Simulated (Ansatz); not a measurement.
# (MgO)2(TiC)2 [001] superlattice, started as rocksalt type: phonons and vibrational spectra

Aim: the vibrations of (MgO)2(TiC)2 [001] superlattice, started as rocksalt type, their spectra, and whether the structure is stable.

Main program and level: Ansatz 0.2.0; DFT LDA, scalar-relativistic, plane waves, PAW.

The structure was built from a prototype and need not be the compound's stable phase.

## 1. Set-up

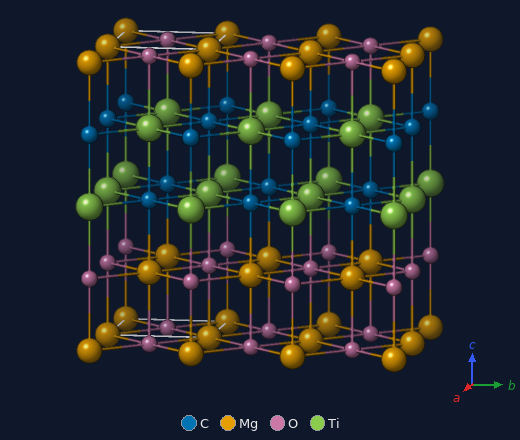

Start, viewed slightly off an axis; carbon blue, magnesium orange, oxygen pink, titanium green. 2×3×1 cells are drawn. Some periodic images of atoms are drawn too.

## 2. Rough relaxation

A rough relaxation comes first, because large forces or stress need no tight tolerances yet.

input.yaml

```yaml
crystal:
  lattice:
    - [2.135, 2.135, 0.0]
    - [-2.135, 2.135, 0.0]
    - [0.0, 0.0, 8.54]
  atoms:
    - { symbol: C, position: [0.5, 0.5, 0.5] }
    - { symbol: C, position: [0.0, 0.0, 0.75] }
    - { symbol: Mg, position: [0.0, 0.0, 0.0] }
    - { symbol: Mg, position: [0.5, 0.5, 0.25] }
    - { symbol: O, position: [0.5, 0.5, 0.0] }
    - { symbol: O, position: [0.0, 0.0, 0.25] }
    - { symbol: Ti, position: [0.0, 0.0, 0.5] }
    - { symbol: Ti, position: [0.5, 0.5, 0.75] }
kpoints:
  mp_grid: { grid: [6, 6, 4] }
hamiltonian:
  xc: lda
scf:
  occupations: { method: gaussian, width: 0.1 }
output:
  forces: true
  stress: true
  eigenvalues: true
relax:
  adjacent_minimum: "off"
  f_tol: 0.05
  max_steps: 80
  cell: { stress_tol: 0.5 }
```

Started as:

```bash
$ ansatz run input.yaml --threads 8 --pin off --max-ram 14336MiB --backend cpu --events-out ev --progress --plain --runs-dir out
```

Numbers of over 12 decimals in the logs are rounded to 6 here.

Output:

```text
The last accepted step is kept in <dir> (removed where the run ends without a failure and the disk answers)
Engine: ansatz 0.2.0, aarch64-unknown-linux-gnu
Pseudopotentials: kind: paw
Pseudopotential: C, paw, valence charge 4, recommended cutoff 420 eV (normal), C.paw.azcp
Pseudopotential: Mg, paw, valence charge 10, recommended cutoff 420 eV (normal), Mg.paw.azcp
[...]
- [2.103060, 2.103060, 0.0]
    - [-2.103060, 2.103060, 0.0]
    - [0.0, 0.0, 8.622363]
  atoms:
    - { symbol: C, position: [0.5, 0.5, 0.502680] }
    - { symbol: C, position: [0, 0, 0.747320] }
    - { symbol: Mg, position: [0, 0, 0.0047189] }
    - { symbol: Mg, position: [0.5, 0.5, 0.245281] }
    - { symbol: O, position: [0.5, 0.5, 0.00529565] }
    - { symbol: O, position: [0, 0, 0.244704] }
    - { symbol: Ti, position: [0, 0, 0.501291] }
    - { symbol: Ti, position: [0.5, 0.5, 0.748709] }
[key lines of the parts left out:]
SCF converged after 6 iterations
Free energy (F): -10309.333308 eV
Fermi energy:    12.812925 eV
P = ⅓ Tr σ = -0.3497 GPa (-3.497 kbar)
```

Run time: 4 s. Hardware: 8 threads of Arm Neoverse V2, shared host; peak memory 0.54 GiB.

This run has no spin polarisation, although Ti can carry a moment.

Step by step:

```
step  energy less that of the first step (eV)  largest force component (eV/Å)  pressure (GPa)  volume (Å³)
   1                                   0.0000                          0.6398           -4.71        77.85
   2                                  -0.0918                          0.4640           -1.75        76.72
   3                                  -0.1356                          0.0568            0.87        75.89
   4                                  -0.1358                          0.0333           -0.23        76.27
  5*                                  -0.1310                          0.0333           -0.35        76.27
```

Relaxation steps marked * repeat the geometry before them on a plane-wave basis chosen anew for their cell, so energy and pressure can jump there.

Forces are held to the 16 operations that the run works with; a distortion that breaks them can't arise in this run.

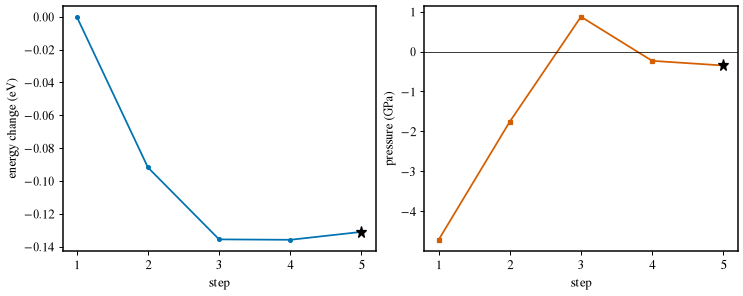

Energy and pressure along the relaxation. Stars mark steps on a basis chosen anew.

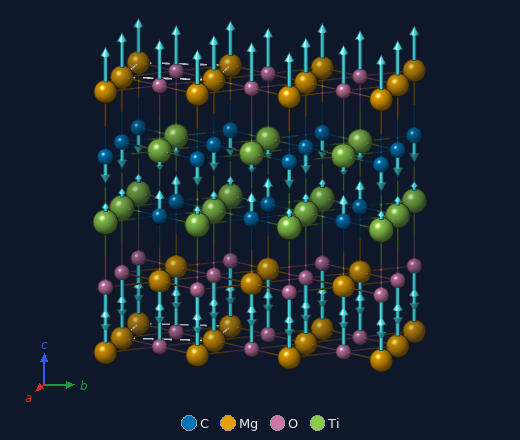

Displacements in the relaxation, exaggerated, measured against the changing cell; the longest in the cell stands for 0.05 Å. 2×3×1 cells are drawn. Some periodic images of atoms are drawn too.

```
conventional cell, symmetrised  before  after  change
                         a (Å)   3.019  2.974  -1.5 %
                         b (Å)   3.019  2.974  -1.5 %
                         c (Å)   8.540  8.622  +1.0 %
              volume (Å³/atom)    9.73   9.53  -2.0 %
```

The atoms that moved most (Å, as changes of fractional coordinates times the final cell):

```
atom     dx     dy      dz  length
  O6  0.000  0.000  -0.046   0.046
  O5  0.000  0.000   0.046   0.046
 Mg4  0.000  0.000  -0.041   0.041
 Mg3  0.000  0.000   0.041   0.041
  C1  0.000  0.000   0.023   0.023
  C2  0.000  0.000  -0.023   0.023
 Ti7  0.000  0.000   0.011   0.011
 Ti8  0.000  0.000  -0.011   0.011
```

The relaxed structure:

```cif
data_structure
_symmetry_space_group_name_H-M 'P 1'
_symmetry_Int_Tables_number 1
_cell_length_a 2.9742
_cell_length_b 2.9742
_cell_length_c 8.6224
_cell_angle_alpha 90.000
_cell_angle_beta 90.000
_cell_angle_gamma 90.000
_cell_volume 76.27
loop_
_atom_site_label
_atom_site_type_symbol
_atom_site_fract_x
_atom_site_fract_y
_atom_site_fract_z
_atom_site_occupancy
C1 C 0.50000 0.50000 0.50268 1
C2 C 0.00000 0.00000 0.74732 1
Mg3 Mg 0.00000 0.00000 0.00472 1
Mg4 Mg 0.50000 0.50000 0.24528 1
O5 O 0.50000 0.50000 0.00530 1
O6 O 0.00000 0.00000 0.24470 1
Ti7 Ti 0.00000 0.00000 0.50129 1
Ti8 Ti 0.50000 0.50000 0.74871 1
```

This step gave:

```yaml
pressure: -0.3497 GPa
volume_per_atom: 9.534 Å³
gap_on_the_k_mesh: 0 eV
```

In this step the volume went from 9.73 to 9.53 Å³/atom.

## 3. Relaxation

The cell and atoms are relaxed, since residual forces and stress would shift the frequencies.

input.yaml

```yaml
crystal:
  lattice:
    - [2.1030599104, 2.1030599104, 0.0]
    - [-2.1030599104, 2.1030599104, 0.0]
    - [0.0, 0.0, 8.622362938]
  atoms:
    - { symbol: C, position: [0.5, 0.5, 0.5026799976] }
    - { symbol: C, position: [0.0, 0.0, 0.7473200024] }
    - { symbol: Mg, position: [0.0, 0.0, 0.0047189007] }
    - { symbol: Mg, position: [0.5, 0.5, 0.2452810993] }
    - { symbol: O, position: [0.5, 0.5, 0.0052956507] }
    - { symbol: O, position: [0.0, 0.0, 0.2447043493] }
    - { symbol: Ti, position: [0.0, 0.0, 0.5012911451] }
    - { symbol: Ti, position: [0.5, 0.5, 0.7487088549] }
kpoints:
  mp_grid: { grid: [12, 12, 4] }
hamiltonian:
  xc: lda
scf:
  occupations: { method: gaussian, width: 0.1 }
output:
  forces: true
  stress: true
  eigenvalues: true
  write_density: true
  write_potential: true
  elf: true
  volumetric_format: npy
relax:
  adjacent_minimum: "off"
  f_tol: 0.005
  max_steps: 80
  cell: { stress_tol: 0.05 }
```

Output:

```text
[...]
Crystal: 8 atoms, lattice volume = 76.271 Å³
Basis set: ecut = 420 eV, 1449 PW (Γ)
Bands: 40, of which v1, the nominal top of the filled ones, is band 32 counted from 1 (31 counted from 0)
Symmetry: 16 space group operations
[...]
k-points: 84 of 576
[...]
SCF iter   1: F=—  HF=-10309.370106 eV  |F-HF|=—  |Δ(HF+E_count)|=         —  Δρ=1.44e-2  dr2=1.41e-1  ethr=1.77e-3  ⟨swp⟩=6.0  Hψ=13083  notcnv=0  defer=1
[...]
SCF iter   9: F=-10309.327061 eV  HF=-10309.327061 eV  |F-HF|=6.41e-9  |Δ(HF+E_count)|=   6.36e-8  Δρ=3.09e-6  dr2=9.27e-9  ethr=1.56e-10  ⟨swp⟩=12.4  Hψ=21446  notcnv=0
SCF 1 converged in 9 iterations: F = -10309.327061 eV  dr2 = 9.27e-9
[...]
relax step   1: F+E_penalty+E_count = -10309.32706076 eV  Δ(F+E_penalty+E_count) = +0.000e0 eV  max|allowed force component| = 1.951e-2 eV/Å  Δτ_max = 0.0000 Å  P = -0.300 GPa  Ω = 76.271 Å³  (9 SCF iters, dr2 threshold 1.00e-7 eV, accepted)
Crystal: 8 atoms, lattice volume = 76.204 Å³
[...]
SCF iter   6: F=-10309.327446 eV  HF=-10309.327446 eV  |F-HF|=2.93e-9  |Δ(HF+E_count)|=   2.10e-8  Δρ=2.76e-6  dr2=4.46e-9  ethr=1.25e-10  ⟨swp⟩=6.1  Hψ=20701  notcnv=0
SCF 2 converged in 6 iterations: F = -10309.327446 eV  dr2 = 4.46e-9
relax step   2: F+E_penalty+E_count = -10309.32744649 eV  Δ(F+E_penalty+E_count) = -3.857e-4 eV  max|allowed force component| = 1.001e-2 eV/Å  Δτ_max = 0.0008 Å  P = -0.101 GPa  Ω = 76.204 Å³  energy of the carried Pulay correction = +2.544e-4 eV  (6 SCF iters, dr2 threshold 4.06e-7 eV, accepted)
Crystal: 8 atoms, lattice volume = 76.161 Å³
[...]
SCF iter   6: F=-10309.327653 eV  HF=-10309.327653 eV  |F-HF|=1.65e-8  |Δ(HF+E_count)|=   6.10e-8  Δρ=2.68e-6  dr2=1.89e-8  ethr=1.19e-10  ⟨swp⟩=8.2  Hψ=19200  notcnv=0
SCF 3 converged in 6 iterations: F = -10309.327653 eV  dr2 = 1.89e-8
relax step   3: F+E_penalty+E_count = -10309.32765263 eV  Δ(F+E_penalty+E_count) = -2.061e-4 eV  max|allowed force component| = 3.643e-3 eV/Å  Δτ_max = 0.0006 Å  P = +0.017 GPa  Ω = 76.161 Å³  energy of the carried Pulay correction = +4.171e-4 eV  (6 SCF iters, dr2 threshold 7.64e-8 eV, accepted)
[...]
SCF iter   6: F=-10309.327250 eV  HF=-10309.327250 eV  |F-HF|=4.00e-11  |Δ(HF+E_count)|=  5.09e-11  Δρ=1.12e-7  dr2=4.84e-11  ethr=1.00e-12  ⟨swp⟩=6.0  Hψ=14368  notcnv=0
SCF 4 converged in 6 iterations: F = -10309.327250 eV  dr2 = 4.84e-11
relax step   4: F+E_penalty+E_count = -10309.32725022 eV  Δ(F+E_penalty+E_count) = +4.024e-4 eV  max|allowed force component| = 3.673e-3 eV/Å  Δτ_max = 0.0000 Å  P = +0.009 GPa  Ω = 76.161 Å³  stress off target by 4.94e-2 GPa  SCF on the basis re-selected at this cell (its energy is not comparable with the rows above)  (6 SCF iters)
[...]
SCF converged after 6 iterations
Free energy (F): -10309.327250 eV
[...]
Internal energy: -10309.323935 eV  (E = F + TS)
E sigma→0 (E₀):  -10309.325593 eV
Entropy (-TS):   -0.003315 eV (-0.414 meV/atom)
Fermi energy:    12.895257 eV
[...]
--- Forces (eV/Å), atoms counted from 1 ---
  atom   1  C      0.00000000    -0.00000000    -0.00311668
  atom   2  C      0.00000000    -0.00000000     0.00311668
  atom   3  Mg     0.00000000     0.00000000    -0.00367338
  atom   4  Mg     0.00000000     0.00000000     0.00367338
  atom   5  O      0.00000000     0.00000000    -0.00134828
  atom   6  O      0.00000000     0.00000000     0.00134828
  atom   7  Ti     0.00000000     0.00000000     0.00277794
  atom   8  Ti     0.00000000     0.00000000    -0.00277794
  max |Σ_I F_I| component: 4.34e-19 eV/Å
--- Stress (GPa, compression-positive) ---
       -0.011328       0.000000       0.000000
       -0.000000      -0.011328       0.000000
        0.000000       0.000000       0.049411
  P = ⅓ Tr σ = 0.0089 GPa (0.089 kbar)
--- Band table (eV; the first three rows and the last of 84) ---
  k-point 0: bands = [... 28 lower, 12.2834, 12.6262, 12.8600, 12.8600, 13.9712, 13.9712, 14.8081, 14.9487, ... 4 higher]
  k-point 1: bands = [... 28 lower, 11.7931, 12.6242, 12.8608, 12.8608, 13.9505, 13.9505, 14.9487, 15.0009, ... 4 higher]
  k-point 2: bands = [... 28 lower, 11.4402, 12.6222, 12.8616, 12.8616, 13.9308, 13.9308, 14.9487, 15.0292, ... 4 higher]
  k-point 83: bands = [... 28 lower, 11.4477, 11.4477, 11.5212, 11.5212, 12.9686, 12.9686, 15.5170, 15.5170, ... 4 higher]
--- Relaxed structure (3 steps of the walk, 3 accepted, 1 SCFs on fresh bases) ---
[...]
cell:  # Å, volume = 76.1606 Å³
    - [2.101577, 2.101577, 0.0]
    - [-2.101577, 2.101577, 0.0]
    - [0.0, 0.0, 8.622037]
  atoms:
    - { symbol: C, position: [0.5, 0.5, 0.502552] }
    - { symbol: C, position: [0, 0, 0.747448] }
    - { symbol: Mg, position: [0, 0, 0.00471694] }
    - { symbol: Mg, position: [0.5, 0.5, 0.245283] }
    - { symbol: O, position: [0.5, 0.5, 0.00519029] }
    - { symbol: O, position: [0, 0, 0.244810] }
    - { symbol: Ti, position: [0, 0, 0.501217] }
    - { symbol: Ti, position: [0.5, 0.5, 0.748783] }
```

Elapsed: 7.1 s, on 8 threads; peak memory 0.62 GiB; 51 s of CPU time.

Little changed from the start: no atom moved by 0.005 Å and no cell edge by 0.1 %.

Numbers from this step:

- pressure: 0.008918 GPa
- volume per atom: 9.520 Å³

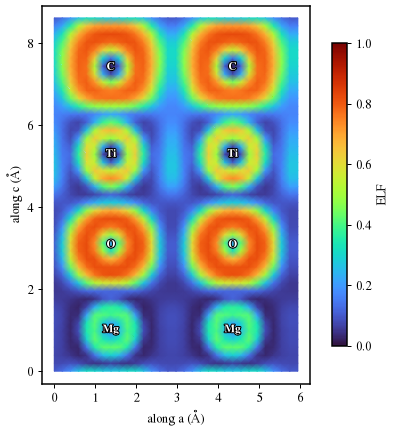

ELF in the ac plane at fractional y = 0.000, with atoms of C and Mg and O and Ti within 0.2 Å of it. It is the smooth field of the valence electrons, not physical close to the nuclei. The map starts off the cell's origin, so that atoms lie inside it.

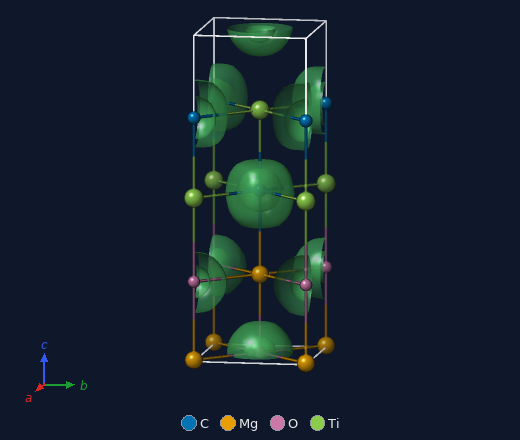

Surface of ELF = 0.75.

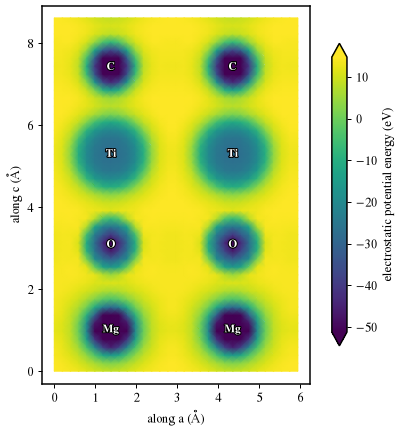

Electrostatic potential energy in the ac plane at fractional y = 0.000, with atoms of C and Mg and O and Ti within 0.2 Å of it. With pseudopotentials it is smooth inside the atoms' cores, unlike the true potential. The map starts off the cell's origin, so that atoms lie inside it.

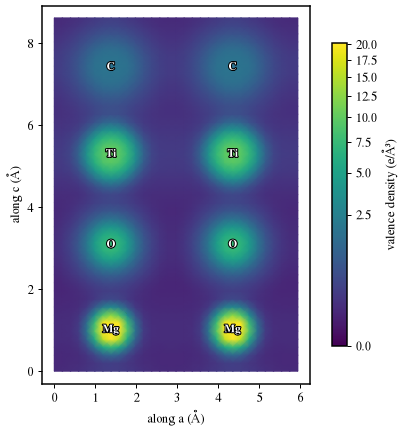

Valence density in the ac plane at fractional y = 0.000, with atoms of C and Mg and O and Ti within 0.2 Å of it. It is the smooth field of the valence electrons, not physical close to the nuclei. The map starts off the cell's origin, so that atoms lie inside it. The colour scale is stretched toward low values.

In this step the volume went from 9.53 to 9.52 Å³/atom.

## 4. Tight relaxation

Phonons need a cell at rest on their own settings, so the relaxation is repeated with tight tolerances on forces and stress, using the mesh and the filling of the phonon run that follows.

input.yaml, the sections that differ from step 3:

```yaml
crystal:
  lattice:
    - [2.1015767856, 2.1015767856, 0.0]
    - [-2.1015767856, 2.1015767856, 0.0]
    - [0.0, 0.0, 8.6220372568]
  atoms:
    - { symbol: C, position: [0.5, 0.5, 0.5025519855] }
    - { symbol: C, position: [0.0, 0.0, 0.7474480145] }
    - { symbol: Mg, position: [0.0, 0.0, 0.0047169386] }
    - { symbol: Mg, position: [0.5, 0.5, 0.2452830614] }
    - { symbol: O, position: [0.5, 0.5, 0.0051902906] }
    - { symbol: O, position: [0.0, 0.0, 0.2448097094] }
    - { symbol: Ti, position: [0.0, 0.0, 0.501217164] }
    - { symbol: Ti, position: [0.5, 0.5, 0.748782836] }
scf:
  occupations: { method: methfessel_paxton, width: 0.2 }
relax:
  adjacent_minimum: "off"
  f_tol: 0.001
  max_steps: 60
  cell: { stress_tol: 0.01 }
# kpoints, hamiltonian, output: as in step 3
```

Output:

```text
[...]
Crystal: 8 atoms, lattice volume = 76.161 Å³
Basis set: ecut = 420 eV, 1449 PW (Γ)
Bands: 40, of which v1, the nominal top of the filled ones, is band 32 counted from 1 (31 counted from 0)
Symmetry: 16 space group operations
[...]
k-points: 84 of 576
[...]
- [2.101303, 2.101303, 0.0]
    - [-2.101303, 2.101303, 0.0]
    - [0.0, 0.0, 8.624342]
  atoms:
    - { symbol: C, position: [0.5, 0.5, 0.502485] }
    - { symbol: C, position: [0, 0, 0.747515] }
    - { symbol: Mg, position: [0, 0, 0.00469789] }
    - { symbol: Mg, position: [0.5, 0.5, 0.245302] }
    - { symbol: O, position: [0.5, 0.5, 0.00517386] }
    - { symbol: O, position: [0, 0, 0.244826] }
    - { symbol: Ti, position: [0, 0, 0.501231] }
    - { symbol: Ti, position: [0.5, 0.5, 0.748769] }
[key lines of the parts left out:]
SCF converged after 6 iterations
Free energy (F): -10309.325399 eV
Fermi energy:    12.899238 eV
P = ⅓ Tr σ = -0.0003 GPa (-0.003 kbar)
```

The job ended after 12 s (8 threads; peak memory 0.63 GiB; 85 s of CPU time).

Little changed from the start: no atom moved by 0.005 Å and no cell edge by 0.1 %.

This step gave:

- pressure: -2.96e-4 GPa

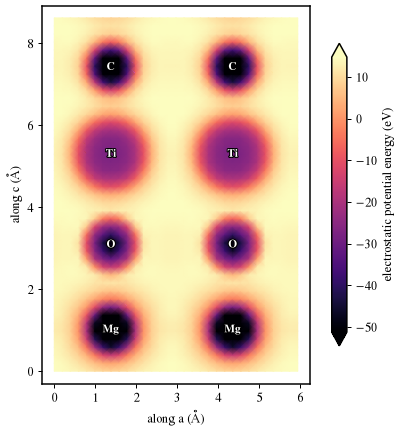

Electrostatic potential energy in the ac plane at fractional y = 0.000, with atoms of C and Mg and O and Ti within 0.2 Å of it. With pseudopotentials it is smooth inside the atoms' cores, unlike the true potential. The map starts off the cell's origin, so that atoms lie inside it.

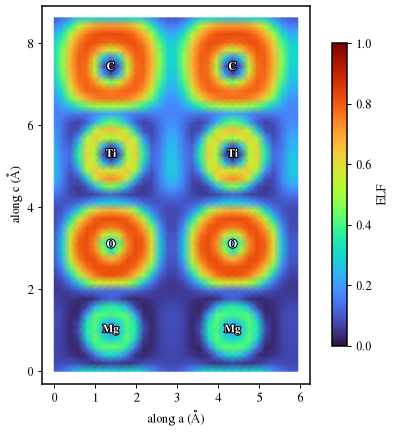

ELF in the ac plane at fractional y = 0.000, with atoms of C and Mg and O and Ti within 0.2 Å of it. It is the smooth field of the valence electrons, not physical close to the nuclei. The map starts off the cell's origin, so that atoms lie inside it.

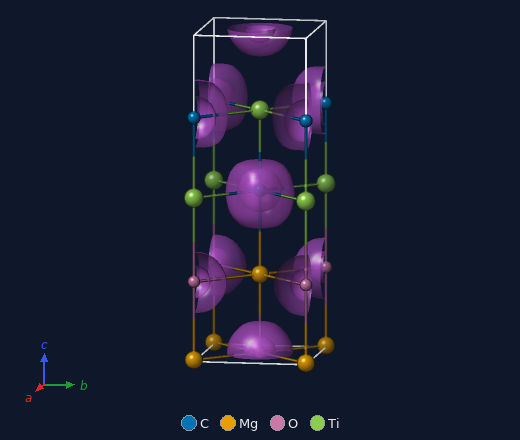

Surface of ELF = 0.75.

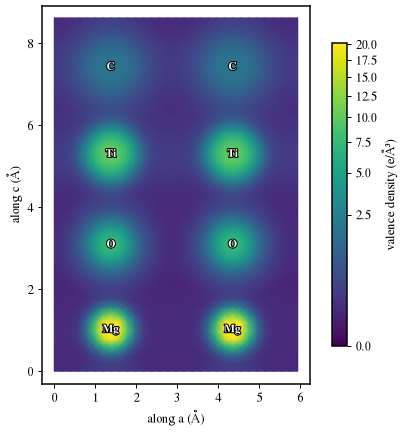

Valence density in the ac plane at fractional y = 0.000, with atoms of C and Mg and O and Ti within 0.2 Å of it. It is the smooth field of the valence electrons, not physical close to the nuclei. The map starts off the cell's origin, so that atoms lie inside it. The colour scale is stretched toward low values.

The largest force component left is 0.29 meV/Å and the pressure is 0.000 GPa, within the tolerances set. The cell now holds 9.52 Å³/atom.

(Part 1 of 2 ends here.)

[Logs are printed without paths, hosts, clocks, repeated set-up lines and the standing remarks that a program may print on its own settings, such as how far it seeks lower states.]

[Hosts, paths, dates, database ids (printed as entryN), source tags and the programs' standing remarks are cut or masked in the printed files.]
